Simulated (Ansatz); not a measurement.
## Electronic structure of CH2GaN (SMILES [CH-]1[NH][Ga+]1) in real space

```xyz
5

C    -0.2965   -0.0728    0.1045
Ga    1.4102   -1.2682    0.5145
N     0.3603    0.6222    0.9684
H    -1.2509    0.2954   -0.3082
H     0.0056    1.5338    1.2885
```

Geometry: B3LYP/6-31G*.

Method: Ansatz 0.2.0, isolated molecule in a Gaussian basis; Kohn-Sham density functional theory, functional PBE0.

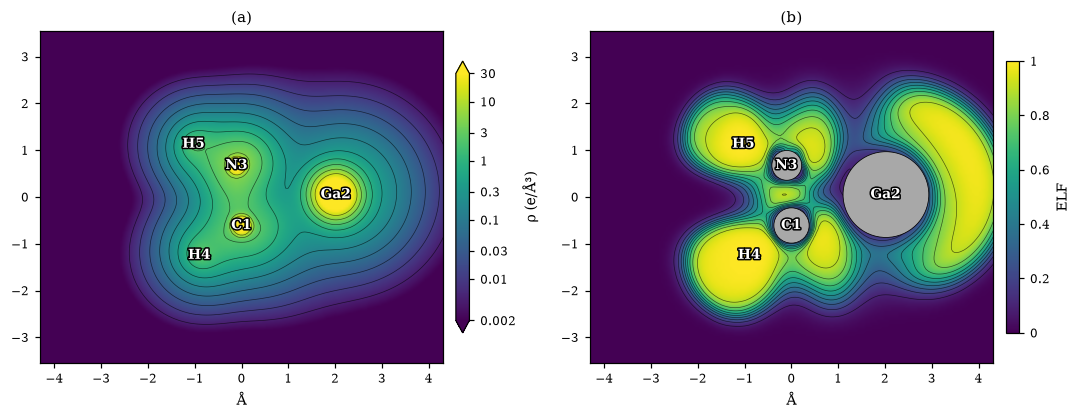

Figure 1. (a) total electron density; (b) electron localisation function on the molecular plane. Grey discs cover the atomic cores in the ELF map.

Question: What does the map show?

Answer: The section cuts through C, Ga, N and H sites. C–N (1.29 Å): ρ is about 2.8 e/Å³ halfway; the ELF peaks at about 0.90 between the atoms (a covalent bond). C–Ga (2.12 Å): ρ at the midpoint is about 0.51 e/Å³; the ELF peaks at about 0.80 in the valence shell of C, 0.7 Å from its nucleus, and is about 0.35 at the midpoint. Ga–N (2.21 Å): ρ is about 0.37 e/Å³ halfway; the ELF peaks at about 0.75 in the valence shell of N, 0.6 Å from its nucleus, and is about 0.15 at the midpoint. N–H (1.03 Å): the density is about 2.8 e/Å³ at the midpoint; the ELF climbs to about 1 towards the hydrogen, as it does in any bond to H (an ordinary covalent bond to hydrogen). C–H (1.10 Å): ρ at the midpoint is about 2 e/Å³; the ELF climbs to about 1 towards the hydrogen: an ordinary covalent bond to hydrogen.

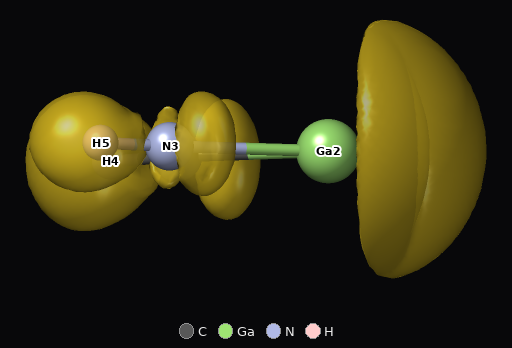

Figure 2. Isosurface of the ELF at 0.85 (yellow), seen from one side. Only the valence region is drawn (cores and ρ < 0.01 e/Å³ removed).

Question: Describe the localisation domains.

Answer: At this value the surface marks out one region between bonded C–N atoms (shared pairs), two regions around hydrogen nuclei, one lobe on C, pointing away from the bonds (lone pairs), one lobe on Ga, pointing away from the bonds (lone pairs) and one lobe on N, pointing away from the bonds (lone pairs).

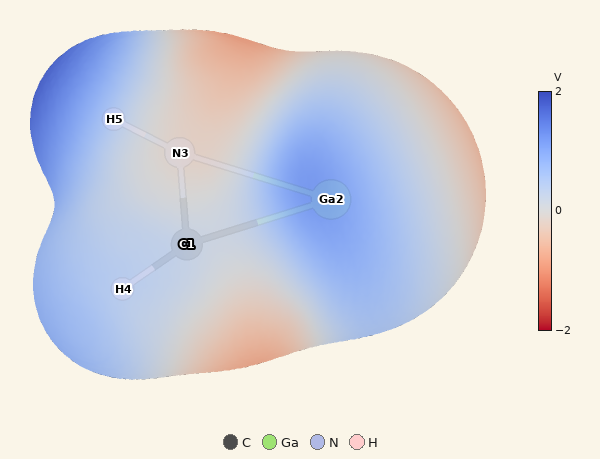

Figure 3. The molecular electrostatic potential painted on the density surface at 0.002 e/bohr³, seen at a tilt; the colour scale runs from red (negative) to blue (positive).

Question: Which sites attract a positive test charge, and which a negative one?

Answer: A positive charge is drawn to the negative regions and a negative charge to the positive ones. The most negative region (about −0.9 V) lies over N3, the most positive (about +1.7 V) over H5.

Question: What dipole moment does the calculation give?

Answer: Its dipole moment is 1.59 D.

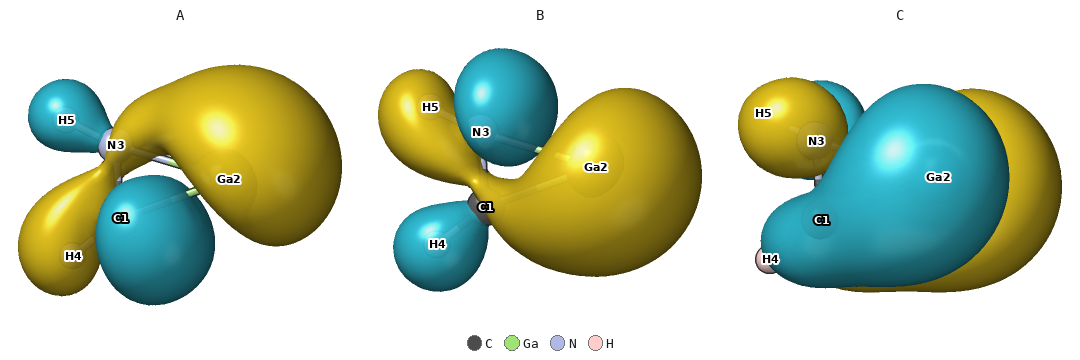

Figure 4. Three frontier orbitals at ±0.08 Å⁻³ᐟ² (yellow and cyan are the two phases), in no order.

Question: Which picture is the HOMO−1, the HOMO and the LUMO?

Answer: B is the HOMO−1 (−7.47 eV). Its weight (Hirshfeld) is mainly on Ga2 (about 45 %), N3 (about 35 %) and C1 (about 10 %); it is symmetric in the molecular plane (an in-plane orbital: σ, lone-pair or in-plane π type). A is the HOMO (−6.06 eV). By Hirshfeld shares it lies mainly on Ga2 (about 50 %), C1 (about 35 %) and N3 (about 5 %); it is symmetric in the molecular plane (an in-plane orbital: σ, lone-pair or in-plane π type). C is the LUMO (−1.19 eV). By Hirshfeld shares it lies mainly on Ga2 (about 65 %), N3 (about 15 %) and C1 (about 15 %); it changes sign across the molecular plane (π type); π-antibonding (a node) across C1–N3.

Question: What is the HOMO–LUMO gap?

Answer: 4.87 eV between the orbital energies.
